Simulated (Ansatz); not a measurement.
**ClHSSi (SMILES S=[SiH]Cl): functionals against CCSD(T) at one geometry**

The atoms stand at a structure displaced at random from a GFN2-xTB minimum. How far do the functionals agree with CCSD(T) there?

The runs use Ansatz 0.2.0, Gaussian basis; single points in def2-TZVPP.

Cores are frozen in the correlated methods.

**1. Where the work starts**

SMILES `S=[SiH]Cl`, 4 atoms, charge 0, spin multiplicity 1.

Atoms are counted from 1 here; the program's logs count them from 0.

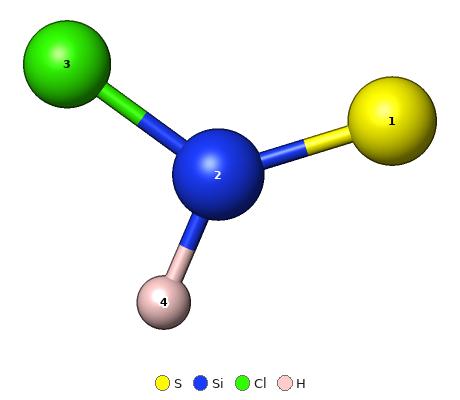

As it starts; sulfur yellow, silicon blue, chlorine green, hydrogen pink; atoms are numbered from 1 in the order of the file.

Geometry (Å):

| atom | x (Å) | y (Å) | z (Å) |
| --- | --- | --- | --- |
| S1 | -1.8746 | -0.6676 | 0.1801 |
| Si2 | -0.0429 | 0.1213 | 0.0094 |
| Cl3 | 1.7436 | -0.7968 | 0.4658 |
| H4 | 0.4111 | 1.4302 | -0.6769 |

**2. CCSD(T)/def2-TZVPP**

run/in.yaml reads:

```yaml
crystal:
  periodic: [false, false, false]
  atoms:
    - {symbol: S, position_ang: [-1.874600, -0.667600, 0.180100]}
    - {symbol: Si, position_ang: [-0.042900, 0.121300, 0.009400]}
    - {symbol: Cl, position_ang: [1.743600, -0.796800, 0.465800]}
    - {symbol: H, position_ang: [0.411100, 1.430200, -0.676900]}
basis:
  gaussian: {orbitals: def2-TZVPP}
correlation: {method: ccsd_t}
output: {forces: true}
```

The command line of these runs was not kept.

**3. PBE0-D4/def2-TZVPP**

Changes to run/in.yaml since step 2:

```diff
@@ -9,3 +9,3 @@
   gaussian: {orbitals: def2-TZVPP}
-correlation: {method: ccsd_t}
-output: {forces: true}
+hamiltonian: {xc: pbe0, dispersion: d4}
+output: {forces: true, orbitals: {seedname: orbitals}}
```

**4. wB97M-V/def2-TZVPP**

Changes to run/in.yaml since step 3:

```diff
@@ -9,3 +9,3 @@
   gaussian: {orbitals: def2-TZVPP}
-hamiltonian: {xc: pbe0, dispersion: d4}
-output: {forces: true, orbitals: {seedname: orbitals}}
+hamiltonian: {xc: {name: wB97M-V}}
+output: {forces: true}
```

**5. r2SCAN-D4/def2-TZVPP**

Changes to run/in.yaml since step 4:

```diff
@@ -9,3 +9,3 @@
   gaussian: {orbitals: def2-TZVPP}
-hamiltonian: {xc: {name: wB97M-V}}
+hamiltonian: {xc: r2scan, dispersion: d4}
 output: {forces: true}
```

**6. PBE-D4/def2-TZVPP**

Changes to run/in.yaml since step 5:

```diff
@@ -9,3 +9,3 @@
   gaussian: {orbitals: def2-TZVPP}
-hamiltonian: {xc: r2scan, dispersion: d4}
+hamiltonian: {xc: pbe, dispersion: d4}
 output: {forces: true}
```

**7. revPBE-D4/def2-TZVPP**

Changes to run/in.yaml since step 6:

```diff
@@ -9,3 +9,3 @@
   gaussian: {orbitals: def2-TZVPP}
-hamiltonian: {xc: pbe, dispersion: d4}
+hamiltonian: {xc: {name: revPBE}, dispersion: d4}
 output: {forces: true}
```

**8. B97M-V/def2-TZVPP**

Changes to run/in.yaml since step 7:

```diff
@@ -9,3 +9,3 @@
   gaussian: {orbitals: def2-TZVPP}
-hamiltonian: {xc: {name: revPBE}, dispersion: d4}
+hamiltonian: {xc: {name: B97M-V}}
 output: {forces: true}
```

(Steps that only read results are left out.)

Before running it: what results should come out? Wanted: energy less free atoms, CCSD(T)/def2-TZVPP; RMS force component; RMS force error; HOMO and LUMO, PBE0-D4; T1 diagnostic.

The runs gave:

| quantity | value |
| --- | --- |
| energy less free atoms, CCSD(T)/def2-TZVPP | -1125.7 kJ/mol |
| RMS force component | 0.539 to 0.821 eV/Å over the methods |
| RMS force error | PBE0-D4 0.134, wB97M-V 0.169, r2SCAN-D4 0.084, PBE-D4 0.148, revPBE-D4 0.178, B97M-V 0.177 eV/Å |
| HOMO and LUMO, PBE0-D4 | -7.53 and -2.70 eV |
| T1 diagnostic | 0.017 |

**Reading.** Against CCSD(T) the functionals' energies less atoms differ by -84.0 to -46.0 kJ/mol, PBE-D4 by -78.9 kJ/mol. CCSD(T) in triple zeta still lacks some correlation energy of the bonds, so part of these gaps is its own basis error and they don't rank the functionals. On forces the order runs from r2SCAN-D4 to revPBE-D4. Frozen-core CCSD(T) forces in triple zeta carry basis errors of their own, and this is one geometry, so small gaps rank nothing.
